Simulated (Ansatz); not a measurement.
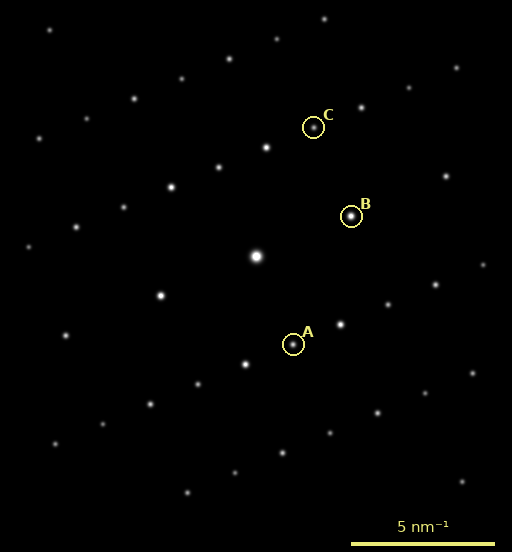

Simulated selected-area electron diffraction pattern (120 kV, kinematic approximation, thin crystal, B = 1 Å² for all atoms). The zone axis points towards the electron source and the pattern is seen from the source side.

Ho, space group P6_3/mmc (No. 194), a = 3.432 Å, c = 5.537 Å (hexagonal axes). Structure: the input geometry of an electronic-structure calculation (not necessarily at equilibrium).

Spot A is indexed 0 -1 0 and spot B 0 0 -2.

### Index the other marked spot.

C = −A + B = 0 1 -2 (d = 2.026 Å).

### Find the zone axis.

The cross product of A and B is parallel to [100]; every spot obeys hu + kv + lw = 0.

### What are the spacings of A and B and the angle between them?

d(A) = 2.973 Å, d(B) = 2.769 Å, and the angle is 90.0°.
